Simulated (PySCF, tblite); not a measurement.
# C₆H₈ClNSi: geometry, infrared bands and NMR shifts

Aim: predict the infrared bands and NMR shifts of C₆H₈ClNSi (`ClC[SiH2]c1ccccn1`).

Computed with tblite 0.8.0 and PySCF 2.14.0, with density-fitted response routines of our own, on a single molecule in the gas phase. Atoms are numbered from 0 throughout.

**1. Starting geometry**

17 atoms, charge 0, multiplicity 1; geometry from: force field or distance geometry start.

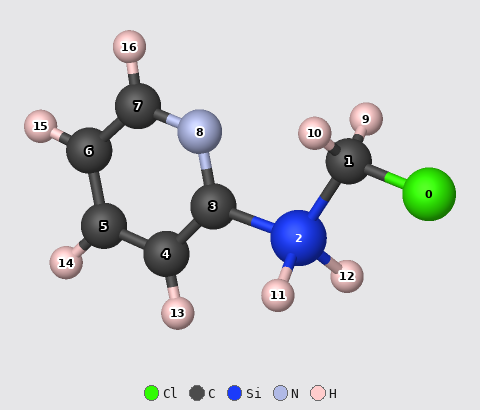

The starting geometry (chlorine green, carbon dark grey, silicon blue, nitrogen light blue, hydrogen pink), atoms numbered.

**2. Geometry optimisation with GFN2-xTB**

What the job is given:

```
{"job": {"kind": "relax", "xc": "GFN2-xTB", "basis": "xTB"}, "charge": 0, "multiplicity": 1}
Cl    -4.456400    -0.570400     0.095900
C     -2.737200    -0.791300     0.436900
Si    -1.730500     0.418300    -0.516600
C      0.089900     0.231100    -0.196000
C      1.047700     1.028500    -0.793700
C      2.388300     0.820200    -0.504500
C      2.747600    -0.176500     0.391200
C      1.742500    -0.931700     0.965200
N      0.427800    -0.762200     0.693100
H     -2.484600    -1.829000     0.191900
H     -2.600900    -0.672500     1.523000
H     -2.136000     1.818100    -0.182400
H     -1.979200     0.264600    -1.974400
H      0.773400     1.811100    -1.504800
H      3.155800     1.444400    -0.964500
H      3.782200    -0.363800     0.658800
H      1.962600    -1.726800     1.670800
```

Run with:

```
> OMP_NUM_THREADS=1 python probes_run.py task.json out
```

The driver reads the jobs from task.json and runs them one after another.

The program printed:

```text
step      E/eV     max force
  0    -709.93271    2.119
  1    -710.06651    0.620
  2    -710.08137    0.295
  3    -710.08806    0.185
  4    -710.09154    0.123
  5    -710.09355    0.115
  6    -710.09492    0.086
  7    -710.09554    0.051
  8    -710.09580    0.033
  9    -710.09594    0.028
 10    -710.09607    0.032
 11    -710.09624    0.048
 12    -710.09643    0.045
 13    -710.09663    0.037
 14    -710.09681    0.040
 15    -710.09700    0.049
 16    -710.09723    0.066
 17    -710.09746    0.058
 18    -710.09765    0.031
 19    -710.09780    0.031
 20    -710.09792    0.036
 21    -710.09804    0.029
 22    -710.09815    0.023
 23    -710.09826    0.029
 24    -710.09837    0.031
 25    -710.09851    0.038
 26    -710.09868    0.046
 27    -710.09887    0.042
 28    -710.09904    0.030
 29    -710.09921    0.029
 30    -710.09940    0.034
 31    -710.09958    0.035
 32    -710.09971    0.026
 33    -710.09979    0.023
 34    -710.09987    0.025
 35    -710.09999    0.031
 36    -710.10015    0.034
 37    -710.10029    0.025
 38    -710.10039    0.024
 39    -710.10045    0.024
 40    -710.10051    0.024
 41    -710.10059    0.023
 42    -710.10066    0.017
 43    -710.10068    0.011
 44    -710.10069    0.006
```

Run time: 0.61 s. Hardware: 1 thread of Arm Neoverse N1, shared host.

Along the way: (not every step is listed)

```
step  energy from step 0 (eV)  largest force (eV/Å)
   0                   0.0000                2.1185
   1                  -0.1338                0.6200
   2                  -0.1487                0.2952
   3                  -0.1553                0.1850
   4                  -0.1588                0.1233
   5                  -0.1608                0.1146
   6                  -0.1622                0.0864
   7                  -0.1628                0.0509
   8                  -0.1631                0.0326
  11                  -0.1635                0.0480
  14                  -0.1641                0.0400
  17                  -0.1647                0.0577
  20                  -0.1652                0.0362
  23                  -0.1655                0.0293
  26                  -0.1660                0.0464
  29                  -0.1665                0.0295
  32                  -0.1670                0.0263
  35                  -0.1673                0.0305
  38                  -0.1677                0.0244
  39                  -0.1677                0.0239
  40                  -0.1678                0.0241
  41                  -0.1679                0.0226
  42                  -0.1679                0.0171
  43                  -0.1680                0.0107
  44                  -0.1680                0.0063
```

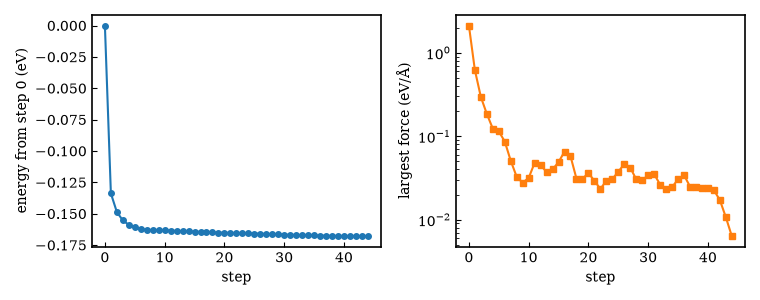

Energy and force, step by step.

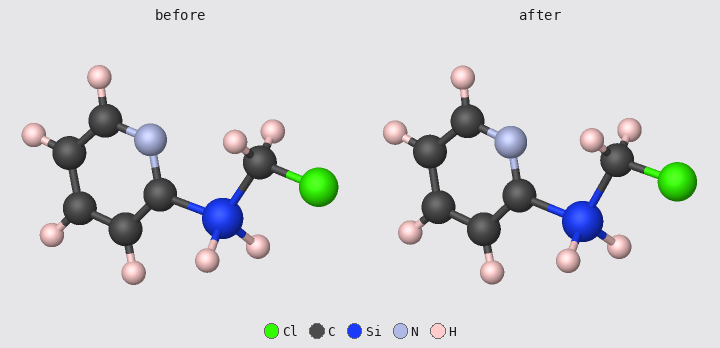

The geometry before (left) and after (right).

Close pairs (by a distance rule), those that changed most:

```
   bond  before (Å)  after (Å)  change (Å)
 C1–Si2       1.840      1.905      +0.065
  C3–N8       1.375      1.332      -0.044
 Si2–C3       1.858      1.892      +0.035
  C7–N8       1.353      1.319      -0.034
Si2–H11       1.495      1.466      -0.029
Si2–H12       1.487      1.466      -0.020
 Cl0–C1       1.767      1.784      +0.017
 C1–H10       1.101      1.087      -0.014
```

The next job starts from the end point, and lists it.

**3. Vibrational analysis with GFN2-xTB**

What the job is given:

```
{"job": {"kind": "ir", "xc": "GFN2-xTB", "basis": "xTB"}, "charge": 0, "multiplicity": 1}
Cl    -4.426124    -0.655867     0.173891
C     -2.673464    -0.812483     0.464805
Si    -1.747479     0.486242    -0.576004
C      0.096722     0.261681    -0.215833
C      1.083123     1.045280    -0.807317
C      2.411628     0.816838    -0.493088
C      2.716644    -0.191962     0.407083
C      1.667945    -0.921625     0.947635
N      0.401359    -0.704643     0.648373
H     -2.401725    -1.832111     0.204013
H     -2.519411    -0.682732     1.532941
H     -2.180831     1.832951    -0.190209
H     -2.018358     0.266001    -2.000303
H      0.800140     1.820027    -1.503422
H      3.195489     1.411904    -0.940288
H      3.737726    -0.406725     0.682074
H      1.849619    -1.720745     1.655740
```

The program printed:

```text
mode    cm-1     km/mol
  1      21.0      0.65
  2      41.0      2.18
  3      60.9      0.83
  4     136.4      2.69
  5     165.6      0.80
  6     223.8      6.55
  7     344.5      0.00
  8     372.2      6.19
  9     411.9     21.97
 10     468.2     45.21
 11     565.9     18.05
 12     595.6      4.17
 13     670.7     23.56
 14     686.8    190.21
 15     705.2      0.30
 16     723.2    154.32
 17     734.8     63.41
 18     749.1      0.03
 19     771.1    177.17
 20     781.1    145.03
 21     896.0      0.01
 22     918.3      0.57
 23     936.7      0.06
 24    1000.6      9.29
 25    1079.7      7.22
 26    1093.5      3.64
 27    1118.7      3.09
 28    1164.7      3.30
 29    1172.8     14.55
 30    1183.4      1.61
 31    1242.6      2.07
 32    1275.4      2.24
 33    1396.6      2.46
 34    1425.8     11.19
 35    1432.0      6.35
 36    1553.9     11.66
 37    1572.7     17.86
 38    2237.6    354.66
 39    2247.9    117.26
 40    3004.4      5.61
 41    3005.8      5.88
 42    3047.1     33.97
 43    3065.5     26.36
 44    3086.4     50.15
 45    3092.9     47.26
```

Run time: 1.2 s. Hardware: 1 thread of Arm Neoverse N1, shared host.

The strongest bands and the atoms that carry them (share of the mass-weighted mode):

```
cm⁻¹  km/mol                                  atoms
 687   190.2                     H12 27 %, H11 27 %
 723   154.3           H11 17 %, H12 17 %, Si2 13 %
 735    63.4             H9 29 %, H10 28 %, C1 24 %
 771   177.2  C1 30 %, H12 21 %, H11 21 %, Si2 12 %
 781   145.0  H11 26 %, H12 26 %, C1 23 %, Si2 15 %
2238   354.7                     H12 51 %, H11 45 %
2248   117.3                     H11 52 %, H12 46 %
3086    50.1                               H13 82 %
```

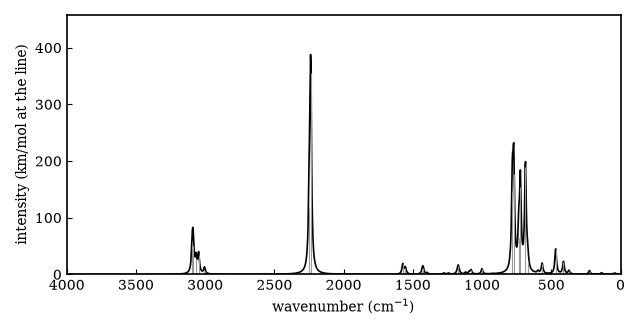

The infrared spectrum from these modes, unscaled. Lines are broadened to a width of 14 cm⁻¹ (Lorentzian).

**4. NMR shieldings: PBE0/pcSseg-1**

The job, as its differences from that of step 3:

```diff
@@ -1,2 +1,2 @@
-{"job": {"kind": "ir", "xc": "GFN2-xTB", "basis": "xTB"}, "charge": 0, "multiplicity": 1}
+{"job": {"kind": "nmr", "xc": "PBE0", "basis": "pcSseg-1"}, "charge": 0, "multiplicity": 1}
 Cl    -4.426124    -0.655867     0.173891
```

Method: GIAO PBE0/pcSseg-1 NMR shielding, non-relativistic, gas phase.

The program printed:

```text
coarse grid: 15792 points
cycle   1  E = -1037.1284844685  dE =  1.298e+00  |g| = 3.384e-01  |ddm| = 3.966e+00
cycle   2  E = -1037.1323516965  dE = -3.867e-03  |g| = 3.458e-01  |ddm| = 8.153e-01
cycle   3  E = -1037.1590356869  dE = -2.668e-02  |g| = 8.431e-02  |ddm| = 4.059e-01
cycle   4  E = -1037.1601478017  dE = -1.112e-03  |g| = 3.996e-02  |ddm| = 8.730e-02
cycle   5  E = -1037.1604938548  dE = -3.461e-04  |g| = 1.139e-02  |ddm| = 5.093e-02
cycle   6  E = -1037.1605264213  dE = -3.257e-05  |g| = 3.763e-03  |ddm| = 1.491e-02
cycle   7  E = -1037.1605299451  dE = -3.524e-06  |g| = 7.469e-04  |ddm| = 3.774e-03
final grid: 144888 points
cycle   8  E = -1037.2105988895  dE = -3.743e-05  |g| = 7.732e-03  |ddm| = 3.910e-02
cycle   9  E = -1037.2105938150  dE =  5.075e-06  |g| = 8.847e-03  |ddm| = 1.686e-02
cycle  10  E = -1037.2106132487  dE = -1.943e-05  |g| = 1.606e-03  |ddm| = 9.426e-03
cycle  11  E = -1037.2106137972  dE = -5.484e-07  |g| = 5.325e-04  |ddm| = 2.027e-03
cycle  12  E = -1037.2106138638  dE = -6.664e-08  |g| = 1.184e-04  |ddm| = 5.623e-04
cycle  13  E = -1037.2106138671  dE = -3.275e-09  |g| = 3.623e-05  |ddm| = 1.392e-04
cycle  14  E = -1037.2106138674  dE = -3.274e-10  |g| = 6.084e-06  |ddm| = 3.842e-05
converged SCF energy = -1037.2106138674

GIAO shielding tensors (ppm)
atom      isotropic    diamagn.    paramagn.     s11        s22        s33       span
  0 Cl     958.825    1142.600    -183.775    839.737    925.032   1111.706    271.969
  1 C      157.302     249.919     -92.617    133.492    140.234    198.180     64.688
  2 Si     394.562     880.991    -486.429    360.037    371.651    451.998     91.960
  3 C       19.617     256.602    -236.985    -83.125    -11.298    153.274    236.400
  4 C       50.580     257.045    -206.466    -72.717     49.400    175.056    247.773
  5 C       47.070     252.349    -205.279    -69.454     27.567    183.097    252.551
  6 C       58.259     259.080    -200.820    -56.046     52.073    178.751    234.796
  7 C       31.434     250.344    -218.910    -81.563     27.991    147.872    229.435
  8 N     -107.749     332.590    -440.338   -436.138   -191.610    304.502    740.639
  9 H       28.065      29.957      -1.892     21.470     27.871     34.854     13.384
 10 H       28.062      29.957      -1.895     21.465     27.866     34.855     13.390
 11 H       26.888      28.957      -2.069     22.920     26.727     31.017      8.097
 12 H       26.890      28.959      -2.069     22.919     26.728     31.022      8.103
 13 H       24.018      32.427      -8.409     20.737     21.944     29.373      8.636
 14 H       23.829      29.671      -5.842     20.525     23.930     27.033      6.508
 15 H       24.337      29.901      -5.564     21.613     23.906     27.491      5.878
 16 H       22.744      30.654      -7.910     18.568     22.587     27.078      8.510
```

It took 63 s on 1 thread of Arm Neoverse N1, shared host; peak memory 0.93 GiB.

Shifts follow as δ = σ(reference) − σ, with reference shieldings (ppm) from runs at the same level and on the same kind of geometry: ¹H TMS 31.72, ¹³C TMS 186.9, ²⁹Si TMS 349.2, ¹⁵N NH3 267.7, ³⁵Cl HCl 950. The references are single molecules in the gas phase, so shifts against H2O, NH3, PH3, H3PO4 or CFCl3 are not on the usual liquid scales and can be off by tens of ppm. Atoms listed in one row are averaged.

```
   atoms                                          environment  σ (ppm)  δ (ppm)  δ scaled to CDCl3
      C3  substituted aromatic carbon next to a ring nitrogen     19.6    167.3              161.4
      C7                  aromatic CH next to a ring nitrogen     31.4    155.5              149.8
      C5                                          aromatic CH     47.1    139.9              134.6
      C4                                          aromatic CH     50.6    136.3              131.2
      C6                                          aromatic CH     58.3    128.7              123.7
      C1                          sp3 CH2 bonded to Cl and Si    157.3     29.6               27.0
     H16   hydrogen on an aromatic CH next to a ring nitrogen    22.74     8.97               8.56
     H14                           hydrogen on an aromatic CH    23.83     7.89               7.54
     H13                           hydrogen on an aromatic CH    24.02     7.70               7.36
     H15                           hydrogen on an aromatic CH    24.34     7.38               7.06
H11, H12                  hydrogen on a silicon bonded to 2 C    26.89     4.83                  –
 H9, H10           hydrogen on an sp3 CH2 bonded to Cl and Si    28.06     3.65               3.55
     Cl0                                 chlorine bonded to C      959       -9                  –
     Si2                           silicon bonded to 2 C, 2 H    394.6    -45.4                  –
      N8                          pyridine-type ring nitrogen   -107.7    375.5                  –
```

The scaled column applies a straight-line fit of computed shieldings to shifts measured in CDCl3, with any fitted terms for Cl, Br or S neighbours (root-mean-square error 0.16 ppm for H, 1.9 ppm for C).

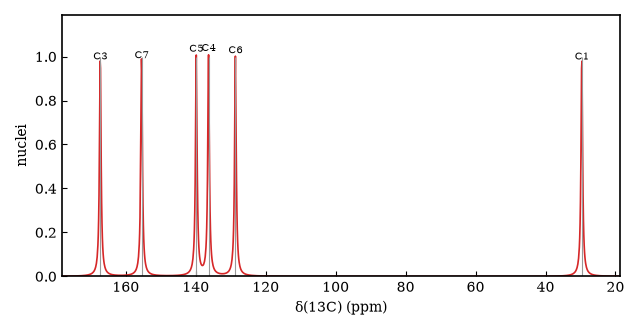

¹³C lines at the computed shifts, without couplings. Lines are broadened to a width of 0.55 ppm (Lorentzian).

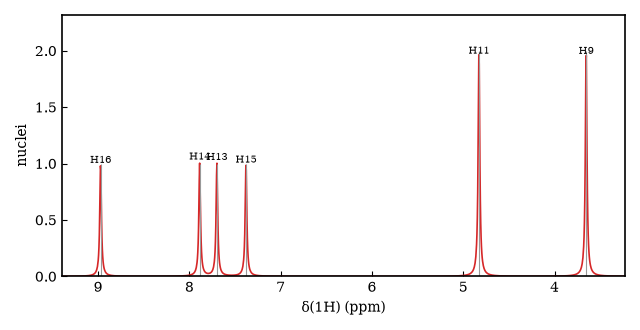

¹H lines at the computed shifts, without couplings. Lines are broadened to a width of 0.02 ppm (Lorentzian).

The run also stored atomic charges by several schemes (e):

```
atoms  Mulliken    IAO  Hirshfeld  ESP fit
  Cl0     -0.18  -0.11      -0.08    -0.14
   C1     -0.48  -0.52      -0.13    -0.41
  Si2      0.73   0.77       0.33     0.38
   C3     -0.12  -0.14      -0.03     0.61
   C4     -0.12  -0.17      -0.05    -0.71
   C5      0.00  -0.12      -0.03     0.35
   C6     -0.18  -0.18      -0.05    -0.61
   C7      0.16  -0.01       0.02     0.52
   N8     -0.44  -0.29      -0.15    -0.73
```

IAO charges:

Cl0 -0.11; C1 -0.52; Si2 0.77; C3 -0.14; C4 -0.17; C5 -0.12; C6 -0.18; C7 -0.01; N8 -0.29; H9 0.18; H10 0.18; H11 -0.12; H12 -0.12; H13 0.15; H14 0.16; H15 0.16; H16 0.16

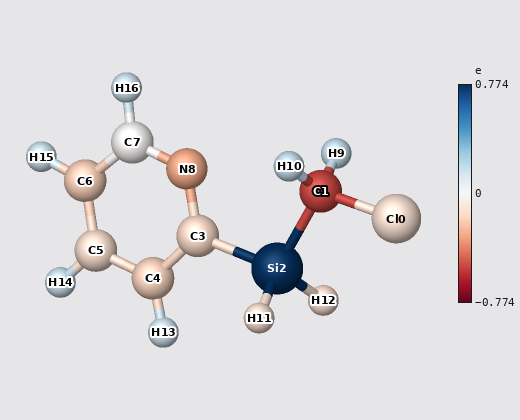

IAO charges, as colours on the atoms.

Mayer bond orders: Cl0–C1 0.94, C1–Si2 0.87, Si2–C3 0.85, C3–C4 1.37, C4–C5 1.44, C5–C6 1.42, C6–C7 1.39, C7–N8 1.50, N8–C3 1.42.

Ring of atoms C3, C4, C5, C6, C7, N8: NICS(0) -6.7, NICS(1) -11.2, NICS(1)zz -28.2 ppm (means of both faces).

**5. Outcome**

```
                                                              quantity                                        value
                             strongest single infrared mode (GFN2-xTB)                        2238 cm⁻¹, 355 km/mol
                                          zero-point energy (GFN2-xTB)                                75.0 kcal/mol
                                ¹³C shifts against TMS (PBE0/pcSseg-1)  167.3, 155.5, 139.9, 136.3, 128.7, 29.6 ppm
¹H shifts against TMS (PBE0/pcSseg-1, means over atoms taken as alike)       8.97, 7.89, 7.70, 7.38, 4.83, 3.65 ppm
                               ³⁵Cl shifts against HCl (PBE0/pcSseg-1)                                       -9 ppm
                               ²⁹Si shifts against TMS (PBE0/pcSseg-1)                                    -45.4 ppm
                                ¹⁵N shifts against NH3 (PBE0/pcSseg-1)                                    375.5 ppm
```

What this shows: Over 44 steps the energy fell by 0.168 eV; of the close pairs, C1–Si2 changed most, 1.840 to 1.905 Å. No mode is imaginary among the 45: a minimum at this level. The strongest single mode, at 2238 cm⁻¹, moves mainly H12 and H11. Unscaled tight-binding wavenumbers are off by several per cent, some by more. Its intensities can rank the bands wrongly. At PBE0/pcSseg-1: Shielding is most anisotropic at N8 (span 741 ppm, paramagnetic term -440 ppm). NICS(1)zz of -28 ppm above the planar ring from C3 marks a diatropic (aromatic) ring current.
